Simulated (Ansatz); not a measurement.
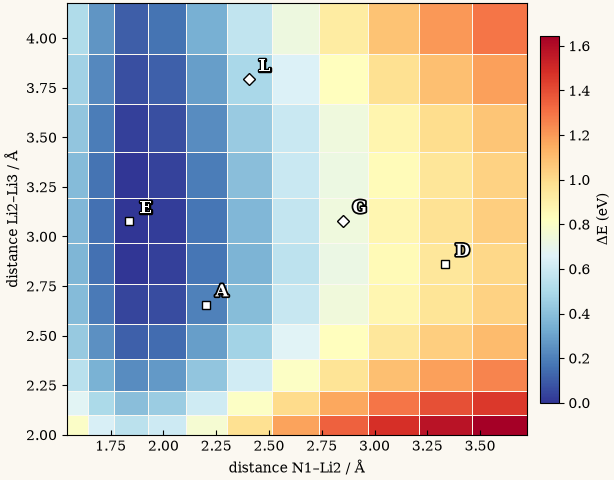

The system N + Li₂, spin multiplicity 4. 
- Coordinates scanned: (1) distance N1–Li2; (2) distance Li2–Li3.
- Nothing is relaxed (the angle N1–Li2–Li3 is fixed at 120 degrees).
- The grid has 11 × 11 points.
- Energies: eV, counted from the lowest grid point.
- Energies and slopes of some neighbouring points disagree (a jump in structure or state, or too coarse a mesh). The D4 coefficients can switch as the alkali atoms part, which puts small steps into the map.
- Computed with UKS PBE0-D4/def2-SVPD (Ansatz).

Drawn: one coloured cell a grid point, lettered points.

Is D the lowest point of the computed grid?

No. D lies 0.95 eV above the lowest grid point, which is at distance N1–Li2 = 1.839 Å, distance Li2–Li3 = 3.078 Å.

Rank the lettered points by energy, lowest first.

E (0.00 eV), A (0.20 eV), L (0.49 eV), G (0.74 eV), D (0.95 eV).
